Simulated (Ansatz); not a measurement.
# Cl₃HOZr···NH₃: what the fields show

```xyz
10

Zr   -0.0667   -0.1361    0.1561
Cl   -0.1760   -0.1521    2.6299
Cl    2.0906   -0.4383   -0.7138
Cl   -1.1684    1.6789   -0.8404
O    -1.0297   -1.6479   -0.3718
H    -1.5344   -2.4274   -0.6135
N     1.6287    2.5488    1.3767
H     2.3213    2.0270    0.8480
H     0.9230    2.9458    0.7638
H     1.1978    1.9594    2.1101
```

Core potentials replace the inner electrons of Zr; not at a stationary point (largest force 1.4 eV/Å).

All numbers below come from RKS PBE0-D4/def2-SVP (Ansatz).

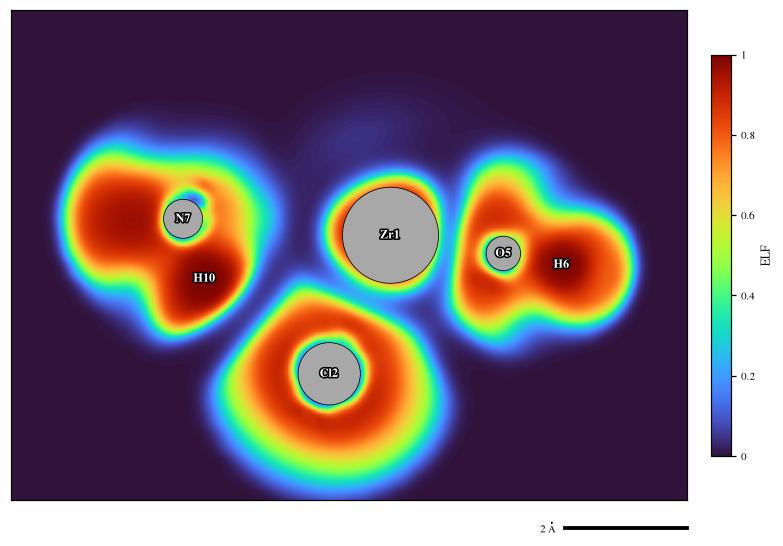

Figure 1. Electron localisation function on the plane of atoms Cl2, Zr1 and O5. Grey discs cover the atomic cores.

### What do the fields say about this system?

Atoms in the plane: Zr, Cl, O, H and N.
Zr1···N7 (3.40 Å): the ELF dips to about 0 between them.
Zr–O (1.87 Å): the ELF peaks at about 0.80 in the valence shell of O, 0.5 Å from its nucleus, and drops to about 0.25 between the two atoms.
O–H (0.96 Å): the ELF climbs to about 1 towards the hydrogen, as it does in any bond to H; a covalent bond by its length.
Zr–Cl (2.48 Å): the ELF peaks at about 0.85 in the valence shell of Cl, 0.9 Å from its nucleus, and is about 0.30 at the midpoint.
N–H (1.03 Å): the ELF climbs to about 1 towards the hydrogen (a covalent bond by its length).
The ELF also peaks beside N7, away from the bonds: lone-pair regions.

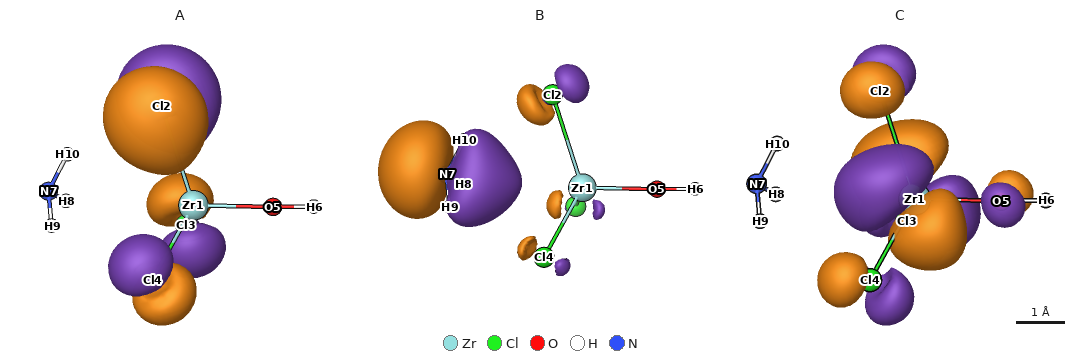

Figure 2. Three frontier orbitals at ±0.1 Å⁻³ᐟ² (orange and purple are the two phases), in no order.

### Order the three orbitals by energy and name them.

A is the HOMO−1 (−9.18 eV). By Hirshfeld shares it lies mainly on Cl2 (about 70 %), Cl3 (about 10 %) and Cl4 (about 10 %); largely a lone pair of Cl2. B is the HOMO (−7.48 eV). It lies mainly on N7 (about 75 %); largely a lone pair of N7. C is the LUMO (−2.11 eV). By Hirshfeld shares it lies mainly on Zr1 (about 70 %), Cl2 (about 10 %), Cl3 (about 10 %) and Cl4 (about 10 %).

### What is the HOMO–LUMO gap?

5.37 eV between the orbital energies.

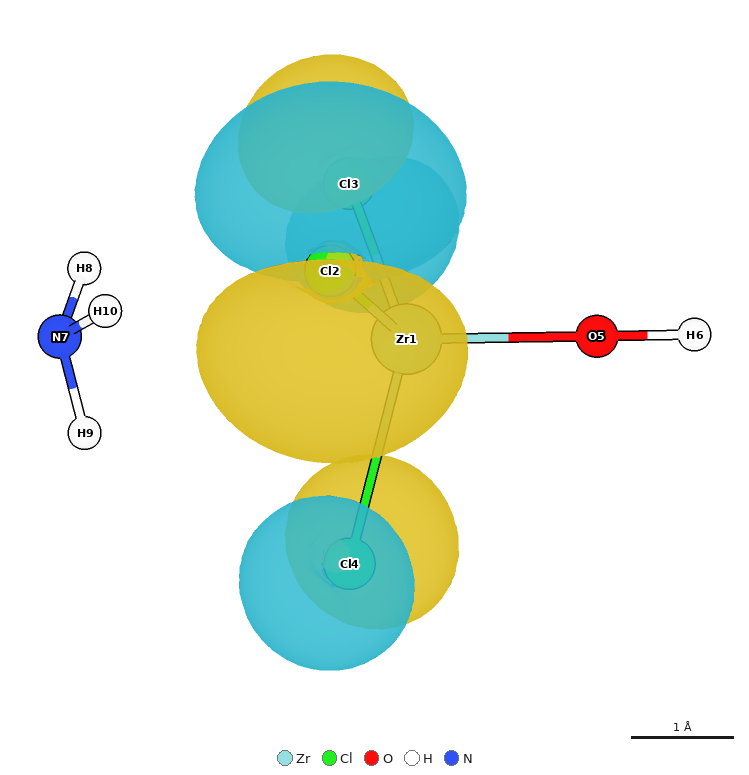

Figure 3. The HOMO−1 at ±0.08 Å⁻³ᐟ² (yellow and cyan are the two phases), seen from one side.

### Where does this orbital lie, and at what energy?

It lies mainly on Cl2 (about 70 %), Cl3 (about 10 %) and Cl4 (about 10 %); largely a lone pair of Cl2. Its energy is −9.18 eV.
